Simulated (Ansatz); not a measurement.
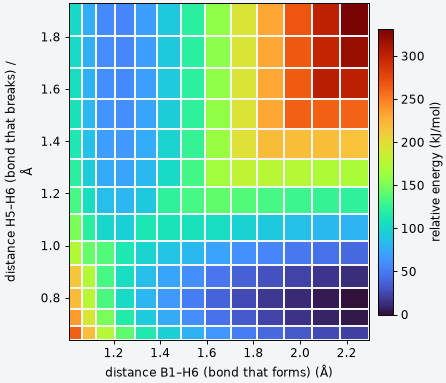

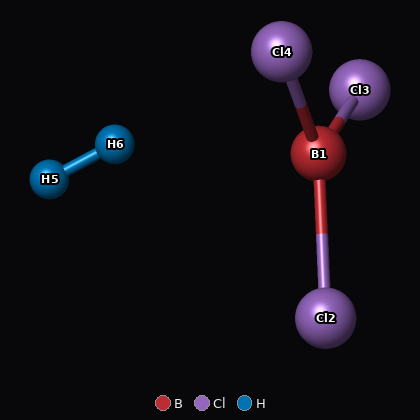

Energy landscape of the reacting system BCl₃H₂ (fragments BCl₃ + H₂ where the first distance is long, BCl₂H + ClH where the second is long). 
- Coordinates scanned: (1) distance B1–H6 (bond that forms); (2) distance H5–H6 (bond that breaks).
- Relaxed at each point: all other coordinates.
- Grid: 13 × 13 points.
- Points are written as (first, second).
- Energies: kJ/mol, counted from the lowest grid point.
- Energies and slopes of some neighbouring points disagree (a jump in structure or state, or too coarse a mesh). The reference is spin-restricted, so regions where a bond is pulled apart into radicals lie too high.
- The calculation used RKS PBE-D4/def2-SVP in Ansatz 0.2.0.

The picture shows one coloured cell a grid point. The second picture is the structure at the lowest point.

### Summarise what can be read from the map.

The lowest grid point is at (2.235 Å, 0.794 Å). It lies in a valley that leaves the map towards separated partners. The energy also falls towards the edge at (1.247 Å, 1.866 Å) (56 kJ/mol above the lowest), where a further well may lie outside the range. The highest grid point, (2.235 Å, 1.866 Å), lies 332 kJ/mol above the lowest.

Grid values (kJ/mol):

| second ↓, first → | 1.035 | 1.089 | 1.163 | 1.247 | 1.339 | 1.437 | 1.540 | 1.647 | 1.758 | 1.873 | 1.990 | 2.111 | 2.235 |
| --- | --- | --- | --- | --- | --- | --- | --- | --- | --- | --- | --- | --- | --- |
| 1.866 | 102 | 76 | 58 | 56 | 68 | 91 | 121 | 157 | 194 | 232 | 268 | 301 | 332 |
| 1.742 | 103 | 77 | 59 | 56 | 69 | 91 | 121 | 157 | 194 | 231 | 266 | 299 | 319 |
| 1.621 | 105 | 79 | 60 | 58 | 70 | 92 | 122 | 157 | 194 | 230 | 265 | 304 | 302 |
| 1.504 | 109 | 82 | 63 | 60 | 72 | 94 | 124 | 158 | 195 | 231 | 263 | 263 | 261 |
| 1.389 | 114 | 87 | 68 | 65 | 76 | 98 | 127 | 161 | 197 | 220 | 219 | 218 | 216 |
| 1.278 | 121 | 94 | 75 | 71 | 82 | 103 | 132 | 166 | 179 | 176 | 174 | 172 | 170 |
| 1.171 | 133 | 105 | 85 | 81 | 91 | 124 | 133 | 142 | 137 | 132 | 129 | 126 | 124 |
| 1.068 | 149 | 121 | 100 | 95 | 112 | 110 | 108 | 104 | 97 | 91 | 86 | 83 | 80 |
| 0.970 | 173 | 144 | 136 | 113 | 98 | 88 | 82 | 71 | 62 | 55 | 49 | 45 | 41 |
| 0.878 | 213 | 172 | 133 | 104 | 85 | 72 | 60 | 47 | 37 | 29 | 22 | 17 | 13 |
| 0.794 | 219 | 176 | 135 | 103 | 81 | 66 | 52 | 38 | 27 | 18 | 10 | 5 | 0 |
| 0.720 | 237 | 193 | 150 | 117 | 93 | 75 | 59 | 44 | 33 | 23 | 15 | 8 | 4 |
| 0.666 | 263 | 219 | 175 | 140 | 115 | 96 | 79 | 64 | 51 | 41 | 33 | 26 | 21 |

Time for the 169 points that were run: 20 min on 1 thread of Arm Neoverse V2, with other jobs on the host.
